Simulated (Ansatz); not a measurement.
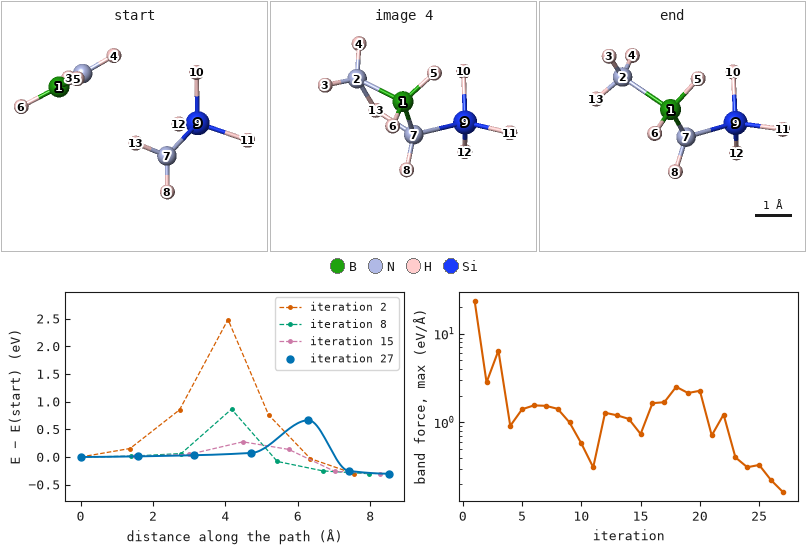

NEB run on BSiN2H9, made up at the start of BNH$_{4}$ and SiNH5. Images are numbered from 0 (start) to 6 (end). The plot follows the band through its iterations. Style: ball-and-stick. Shown from a free direction.

Theory: RKS CAM-B3LYP/6-31G* (Ansatz). Run with 5 movable images; climbing image; force threshold 0.2 eV/Å; iteration limit 60; starting path through a guess of the saddle point.

> How did the profile develop, and is the result final?

The run met only a loose threshold, so the barrier can't be trusted yet. The band converged in 27 iterations. The largest component of the band force went from 23 to 0.16 eV/Å. The climbing image converged on the top of the path. Its curvatures weren't checked. The force threshold is so loose that the height of the top is at best an upper bound. The first iteration put the highest image at 4.19 eV. The energy climbs by 0.66 eV to image 4 and then falls by 0.97 eV, so the end point sits at −0.30 eV.

Limits of the set-up: the start holds two separate molecules, 2.5 Å apart at their closest, whose relative position is a soft coordinate and is computed without a dispersion correction.
